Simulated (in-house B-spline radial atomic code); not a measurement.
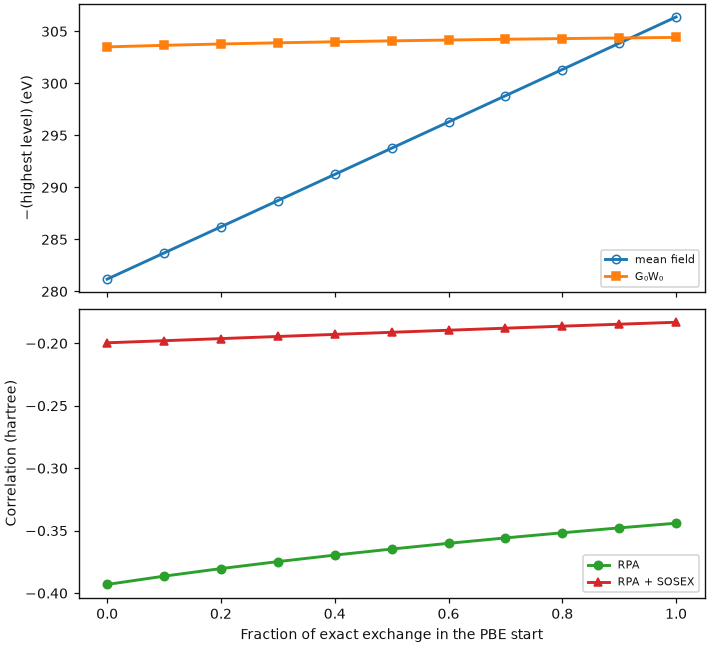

G₀W₀ and RPA for Si⁷⁺ ([He] 2s² 2p³) as exact exchange is mixed into the PBE start. All-electron spherical atom, non-relativistic, no spin-orbit coupling, Breit or QED terms; computed with a B-spline radial code.

> How do the results depend on the fraction of exact exchange?

The mean-field binding energy of 2p↑ runs from 281.2 eV at fraction 0 to 306.4 eV at 1, the G₀W₀ value only from 303.5 to 304.4 eV. The correction vanishes near a fraction of 0.92. The RPA correlation energy goes from −0.3930 to −0.3440 hartree, and with SOSEX from −0.1996 to −0.1831.
